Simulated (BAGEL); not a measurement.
**B3LYP/def2-TZVPPD (density fitting with qzvpp-jkfit) run of GeH2 (SMILES [GeH2])**

Aim: the energy change on altering one bond length of GeH2 at B3LYP/def2-TZVPPD (density fitting with qzvpp-jkfit), from 2 runs. 

Program for the calculation: BAGEL 1.2.2.

4 further runs of the same task are left out: 1 that didn't finish, 3 set aside as unsound or not needed. Runs told in other sessions of the task aren't counted.

## 1. The system as given

The species is GeH2 (3 atoms), meant as a singlet with charge 0. SMILES: `[GeH2]`. The shape is that of a PBE0-D4/def2-TZVP optimisation.

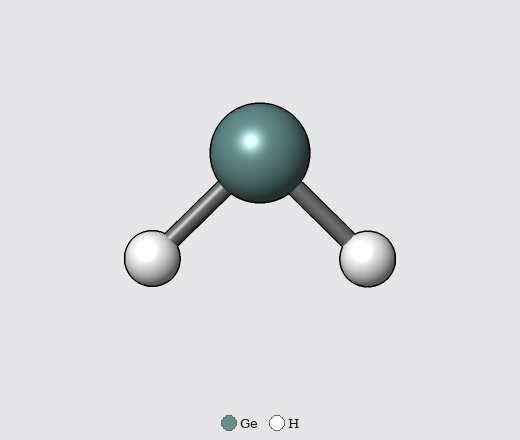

Viewed from a chosen angle; germanium teal, hydrogen white.

## 2. A single-point energy at B3LYP/def2-TZVPPD (density fitting with qzvpp-jkfit)

The input, dft.json:

```json
{ "bagel": [

{
  "title": "molecule",
  "basis": "def2-tzvppd.json",
  "df_basis": "qzvpp-jkfit",
  "angstrom": "true",
  "geometry": [
    { "atom": "Ge", "xyz": [   -0.570100,    0.405100,   -0.263700 ] },
    { "atom": "H", "xyz": [    0.783000,    0.743600,    0.509000 ] },
    { "atom": "H", "xyz": [   -0.212900,   -1.148700,   -0.245300 ] }
  ]
},
{ "title": "ks", "xc_func": "b3lyp" },
{ "title": "print", "file": "orbitals.molden", "orbitals": "true" }

]}
```

The basis set def2-TZVPPD is read from a file made from the Basis Set Exchange's data (not shown).

Launch:

```sh
$ BAGEL_NUM_THREADS=1 BAGEL dft.json > dft.out
```

The log of the run:

```text
* using 1 threads per process

  ===============================================================
  ===============================================================

  *** Geometry ***

  { "atom" : "Ge", "xyz" : [     -1.077333,      0.765528,     -0.498321 ] },
  { "atom" : "H", "xyz" : [      1.479656,      1.405200,      0.961871 ] },
  { "atom" : "H", "xyz" : [     -0.402323,     -2.170728,     -0.463550 ] },

  Number of auxiliary basis functions:      302

  Since a DF basis is specified, we compute 2- and 3-index integrals:
    o Being stored without compression. Storage requirement is 0.019 GB

  Number of basis functions:       88
  Number of electrons      :       34

    * METHOD: MOLECULE                             0.09

  *** Kohn-Sham DFT ***

    * Removing 2968 points whose weight is below 1.00e-10
    * Grid points: 41750

  === Nuclear Repulsion ===
    21.4737020281

       - DIIS with orbital gradients will be used.

  === KS iteration (b3lyp / def2-tzvppd.json) ===
      0      -2030.10111948          0.12333058           0.12
      1      -1882.91255398          0.45653228           0.10
      2      -2039.87972721          0.13293089           0.09
      3      -1999.04731200          0.32020899           0.09
      4      -2035.32574249          0.44636646           0.09
      5      -2022.02514895          0.40245570           0.09
      6      -2022.48437729          0.40668321           0.09
      7      -2006.48921227          0.27915740           0.09
      8      -2049.46814242          0.13654229           0.09
      9      -2043.19134499          0.44826891           0.09
     10      -2056.33033431          0.38819435           0.09
     11      -2042.53497659          0.45263851           0.09
     12      -2041.87263274          0.45607896           0.10
     13      -1998.35311674          0.28403654           0.09
     14      -2051.93804831          0.13848879           0.10
     15      -2056.99198313          0.40091302           0.09
     16      -2064.83696245          0.33023803           0.09
     17      -2033.82524033          0.48430524           0.09
     18      -2032.75172823          0.48117930           0.10
     19      -2002.39289698          0.26320324           0.09
     20      -2059.82228297          0.13350537           0.09
     21      -2075.37928755          0.13041017           0.10
     22      -2076.57974061          0.09230650           0.09
     23      -2077.47685617          0.05774094           0.09
     24      -2078.15711898          0.01191135           0.09
     25      -2078.19703082          0.00138142           0.09
     26      -2078.19754877          0.00049326           0.10
     27      -2078.19762136          0.00003462           0.09
     28      -2078.19762171          0.00001510           0.09
     29      -2078.19762178          0.00000199           0.10
     30      -2078.19762178          0.00000043           0.09
     31      -2078.19762178          0.00000006           0.10
     32      -2078.19762178          0.00000002           0.09
     33      -2078.19762178          0.00000000           0.09
    * SCF iteration converged.

    * Permanent dipole moment:
           (    0.079509,    -0.056399,     0.036775) a.u.

    * METHOD: KS                                   3.33

    * METHOD: PRINT                                0.01

  ===============================================================
```

It took 3.6 s on 1 thread of Arm Neoverse V2, shared host; peak memory 0.2 GiB.

## 3. The distorted shape at the same level

The input, calc.json:

```json
{ "bagel" : [

{
  "title" : "molecule",
  "basis" : "def2-tzvppd.json",
  "df_basis" : "qzvpp-jkfit",
  "angstrom" : true,
  "geometry" : [
    { "atom" : "Ge", "xyz" : [      -0.623680,       0.638169,      -0.266460 ] },
    { "atom" : "H", "xyz" : [       0.729420,       0.976669,       0.506240 ] },
    { "atom" : "H", "xyz" : [      -0.212900,      -1.148700,      -0.245300 ] }
  ]
},

{
  "title" : "ks",
  "xc_func" : "b3lyp"
},

{
  "title" : "print",
  "file" : "orbitals.molden",
  "orbitals" : true
}

]}
```

The basis set def2-TZVPPD is read from a file made from the Basis Set Exchange's data (not shown).

Launch:

```sh
$ BAGEL_NUM_THREADS=1 BAGEL calc.json > calc.out
```

The log of the run:

```text
* using 1 threads per process

  ===============================================================
  ===============================================================

  *** Geometry ***

  { "atom" : "Ge", "xyz" : [     -1.178584,      1.205965,     -0.503536 ] },
  { "atom" : "H", "xyz" : [      1.378404,      1.845637,      0.956655 ] },
  { "atom" : "H", "xyz" : [     -0.402323,     -2.170728,     -0.463550 ] },

  Number of auxiliary basis functions:      302

  Since a DF basis is specified, we compute 2- and 3-index integrals:
    o Being stored without compression. Storage requirement is 0.019 GB

  Number of basis functions:       88
  Number of electrons      :       34

    * METHOD: MOLECULE                             0.10

  *** Kohn-Sham DFT ***

    * Removing 2800 points whose weight is below 1.00e-10
    * Grid points: 41918

  === Nuclear Repulsion ===
    20.0716311964

       - DIIS with orbital gradients will be used.

  === KS iteration (b3lyp / def2-tzvppd.json) ===
      0      -2030.41146070          0.12171749           0.13
      1      -1881.14487628          0.42889368           0.12
      2      -2039.90318885          0.13108250           0.10
      3      -2000.56574750          0.29908670           0.10
      4      -2050.84714753          0.40177588           0.10
      5      -2018.58563120          0.36734024           0.09
      6      -2016.92942343          0.34771880           0.09
      7      -2008.88961617          0.26695621           0.10
      8      -2050.91918447          0.13555069           0.11
      9      -2072.41797416          0.19991510           0.11
     10      -2071.54689563          0.22337259           0.10
     11      -2074.24535802          0.16049292           0.10
     12      -2076.77442807          0.08373990           0.10
     13      -2078.07515954          0.02051229           0.09
     14      -2078.17375696          0.00689200           0.10
     15      -2078.18767333          0.00086626           0.09
     16      -2078.18792321          0.00018104           0.11
     17      -2078.18793577          0.00001812           0.11
     18      -2078.18793588          0.00000385           0.09
     19      -2078.18793588          0.00000165           0.09
     20      -2078.18793588          0.00000016           0.10
     21      -2078.18793588          0.00000005           0.10
     22      -2078.18793588          0.00000003           0.11
     23      -2078.18793588          0.00000001           0.11
    * SCF iteration converged.

    * Permanent dipole moment:
           (    0.133477,    -0.320805,     0.036199) a.u.

    * METHOD: KS                                   2.58

    * METHOD: PRINT                                0.01

  ===============================================================
```

Run time: 2.8 s. Hardware: 1 thread of Arm Neoverse V2, shared host; peak memory 0.2 GiB.

## 4. Summary of results

Level: B3LYP/def2-TZVPPD (density fitting with qzvpp-jkfit).

| quantity | value |
| --- | --- |
| first shape: total energy | -2078.19762 Eh |
| first shape: dipole moment | 0.26 D |
| first shape: HOMO energy | -6.77 eV |
| first shape: LUMO energy | -3.32 eV |
| first shape: HOMO–LUMO gap | 3.45 eV |
| distorted shape: total energy | -2078.18794 Eh |
| distorted shape: dipole moment | 0.89 D |
| distorted shape: HOMO energy | -6.86 eV |
| distorted shape: LUMO energy | -3.41 eV |
| distorted shape: HOMO–LUMO gap | 3.45 eV |
| energy change with the Ge1–H3 bond stretched from 1.594 to 1.834 Å | 0.264 eV |

What this shows: With the Ge1–H3 bond stretched from 1.594 to 1.834 Å the energy rises by 0.26 eV (25.4 kJ/mol). The first shape isn't relaxed at this level, so the change isn't measured from a minimum.
